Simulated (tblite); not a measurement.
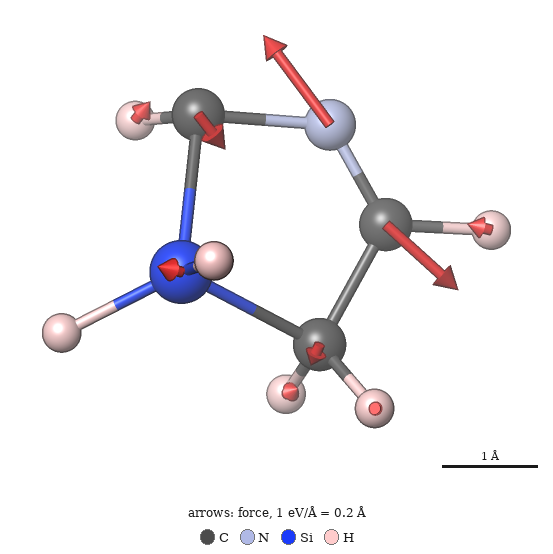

Starting geometry of C₃H₆NSi (multiplicity 2) with the computed forces as red arrows. The picture is a ball-and-stick view, seen from a free direction.

Level of theory: tblite, GFN2-xTB geometry optimisation, gas phase. 

> Is this structure relaxed? If not, where do the atoms go?

It isn't relaxed: the largest force vector, on the N atom, is 5.95 eV/Å. The final displacements have little in common with the starting forces (cosine between the two patterns 0.25). The energy falls by 28.9 kcal/mol in 59 geometry steps. An H atom moves most after the best rigid fit: 0.85 Å. By element the largest moves are H 0.85 Å, N 0.37 Å, C 0.24 Å, Si 0.11 Å. Near-neighbour distances that change, for instance: C–N 1.426 → 1.326 Å, C–N 1.203 → 1.299 Å, C–H 1.141 → 1.079 Å, C–Si 1.876 → 1.924 Å. Bond angles that change, for instance: Si–C–H 106.0° → 130.6°, N–C–Si 97.5° → 112.6°, C–N–C 122.8° → 115.8°. The run took 0.21 s on 1 thread of Arm Neoverse V2 (shared host).
